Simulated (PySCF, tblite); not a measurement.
# C5H9FOSi: geometry, infrared bands and NMR shifts

Wanted: the infrared bands and NMR shifts of C5H9FOSi (`C=C[C@@H]1CCO[Si@H]1F`), by calculation.

Programs: tblite 0.8.0 and PySCF 2.14.0, with density-fitted response routines of our own. Each step states its level of theory. These are calculated values for one molecule in the gas phase, unless marked as measured. Atoms count from 0, in the outputs and in this text.

## 1. Starting geometry

17 atoms, charge 0, multiplicity 1; geometry from: force field or distance geometry start.

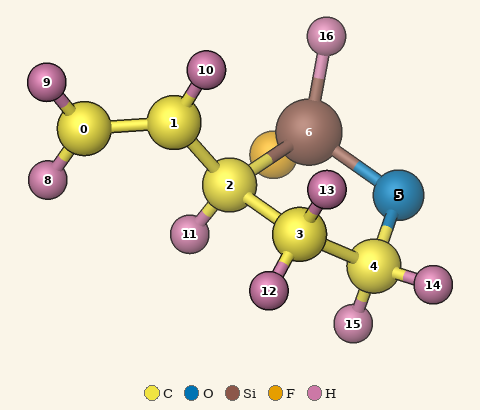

As it starts; carbon yellow, oxygen blue, silicon brown, fluorine amber, hydrogen pink, atoms numbered; sticks join atoms by distance.

## 2. Geometry optimisation with GFN2-xTB

The job: settings as JSON, then the geometry in Å.

```
{"job": {"kind": "relax", "xc": "GFN2-xTB", "basis": "xTB"}, "charge": 0, "multiplicity": 1}
C      2.651300    -0.837400     0.415800
C      1.672800    -0.058100    -0.109800
C      0.232900    -0.191700     0.271300
C     -0.672800    -0.500400    -0.964100
C     -2.107300    -0.075100    -0.591700
O     -2.079000     1.224500     0.020900
Si    -0.648600     1.410800     0.896900
F     -0.959200     1.253900     2.464800
H      2.434500    -1.612000     1.148900
H      3.674200    -0.707800     0.119300
H      1.952900     0.692600    -0.834900
H      0.067300    -0.962400     1.034900
H     -0.636000    -1.568600    -1.210800
H     -0.333400     0.060900    -1.837100
H     -2.731000    -0.005500    -1.496700
H     -2.578300    -0.784700     0.103700
H      0.052800     2.673000     0.558700
```

Command:

```
OMP_NUM_THREADS=1 python probes_run.py task.json out
```

This one command runs all jobs of the session in turn.

**Question.** This job is followed by: GFN2-xTB harmonic vibrations, gas phase; GIAO PBE0/pcSseg-1 NMR shielding, non-relativistic, gas phase. Predict these results of the whole session: strongest single infrared mode (GFN2-xTB); zero-point energy (GFN2-xTB); 13C shifts against TMS (PBE0/pcSseg-1); 1H shifts against TMS (PBE0/pcSseg-1); 17O shifts against H2O (PBE0/pcSseg-1); 29Si shifts against TMS (PBE0/pcSseg-1); 19F shifts against CFCl3 (PBE0/pcSseg-1).

The runs gave:

| quantity | value |
| --- | --- |
| strongest single infrared mode (GFN2-xTB) | 2437 cm⁻¹, 236 km/mol |
| zero-point energy (GFN2-xTB) | 82.0 kcal/mol |
| 13C shifts against TMS (PBE0/pcSseg-1) | 145.8, 120.3, 70.6, 39.3, 38.8 ppm |
| 1H shifts against TMS (PBE0/pcSseg-1) | 5.90, 5.47, 5.23, 4.85, 4.39, 4.31, 2.17, 2.07, 1.83 ppm |
| 17O shifts against H2O (PBE0/pcSseg-1) | 81.0 ppm |
| 29Si shifts against TMS (PBE0/pcSseg-1) | 1.9 ppm |
| 19F shifts against CFCl3 (PBE0/pcSseg-1) | -164.0 ppm |

Relaxing lowered the energy by 0.230 eV in 79 steps; the close pair that moved most is O5–Si6, from 1.688 to 1.623 Å. All 45 modes are real, so the xTB geometry is a minimum. The strongest single mode, at 2437 cm⁻¹, moves mainly H16. Unscaled tight-binding wavenumbers are off by several per cent, some by more. Its intensities can rank the bands wrongly. The most deshielded carbon is C1 (alkene CH), at 145.8 ppm: as expected for a trigonal carbon in a double bond. H10 (hydrogen on an alkene CH) lies farthest downfield among hydrogen, at 5.90 ppm; a vinylic proton, deshielded by the sp2 carbon and the C=C anisotropy. At PBE0/pcSseg-1: The widest tensor belongs to C1: span 228 ppm, with a paramagnetic part of -214 ppm.
